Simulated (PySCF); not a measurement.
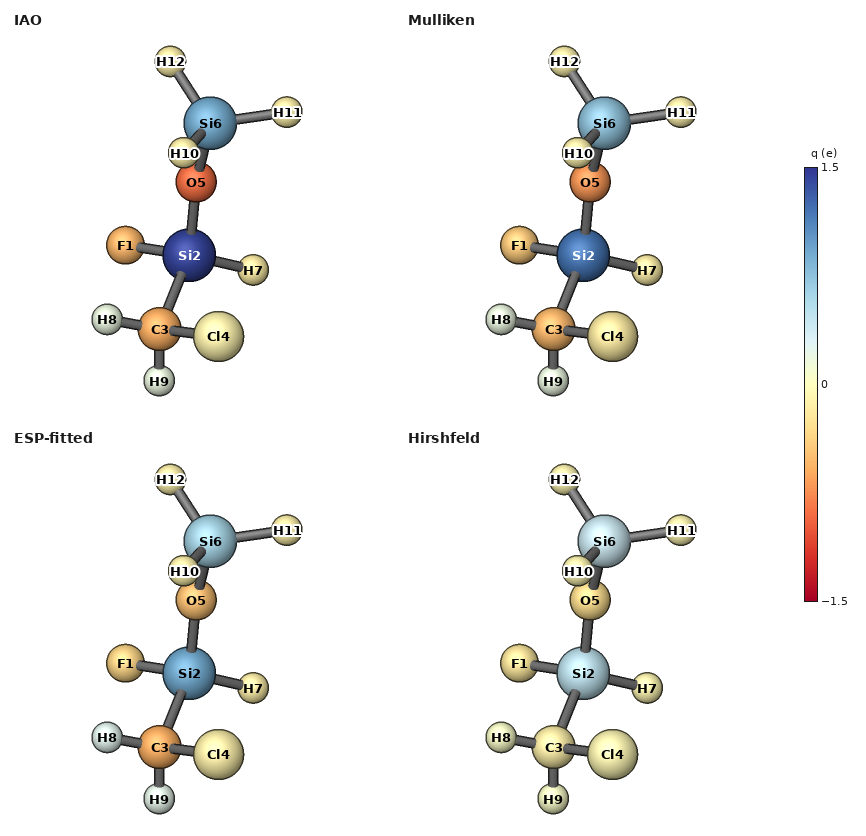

Atomic charges of one calculation by 4 schemes, on one colour scale. The computed structure is the end point of a GFN2-xTB optimisation. No frequency run is at hand to confirm it as a minimum. Level of theory: PBE0/pcSseg-1 (PySCF 2.14.0).

### Which scheme gives the most polar picture (largest mean size of the charges)?

The IAO charges are the largest in size here, and the Hirshfeld charges the smallest.

### On which atom do the schemes disagree most?

On Si2 (from 0.49 to 1.42 e).

List the charges (e), one line for each set of equivalent atoms.

```json
{"atom": "F1", "IAO": "−0.54", "Mulliken": "−0.42", "ESP-fitted": "−0.34", "Hirshfeld": "−0.21"}
{"atom": "Si2", "IAO": "1.42", "Mulliken": "1.19", "ESP-fitted": "0.91", "Hirshfeld": "0.49"}
{"atom": "C3", "IAO": "−0.58", "Mulliken": "−0.53", "ESP-fitted": "−0.58", "Hirshfeld": "−0.13"}
{"atom": "Cl4", "IAO": "−0.10", "Mulliken": "−0.17", "ESP-fitted": "−0.12", "Hirshfeld": "−0.06"}
{"atom": "O5", "IAO": "−0.88", "Mulliken": "−0.70", "ESP-fitted": "−0.47", "Hirshfeld": "−0.30"}
{"atom": "Si6", "IAO": "0.89", "Mulliken": "0.73", "ESP-fitted": "0.62", "Hirshfeld": "0.40"}
{"atom": "H7", "IAO": "−0.16", "Mulliken": "−0.13", "ESP-fitted": "−0.13", "Hirshfeld": "−0.07"}
{"atom": "H8", "IAO": "0.18", "Mulliken": "0.19", "ESP-fitted": "0.25", "Hirshfeld": "0.05"}
{"atom": "H9", "IAO": "0.18", "Mulliken": "0.18", "ESP-fitted": "0.23", "Hirshfeld": "0.05"}
{"atom": "H10", "IAO": "−0.14", "Mulliken": "−0.11", "ESP-fitted": "−0.11", "Hirshfeld": "−0.08"}
{"atom": "H11", "IAO": "−0.14", "Mulliken": "−0.12", "ESP-fitted": "−0.13", "Hirshfeld": "−0.08"}
{"atom": "H12", "IAO": "−0.14", "Mulliken": "−0.12", "ESP-fitted": "−0.12", "Hirshfeld": "−0.07"}
```

The geometry is semi-empirical. Around Si such bond lengths and angles can be off by a tenth of an ångström or more and by several degrees, and values that hang on the shape move with them.
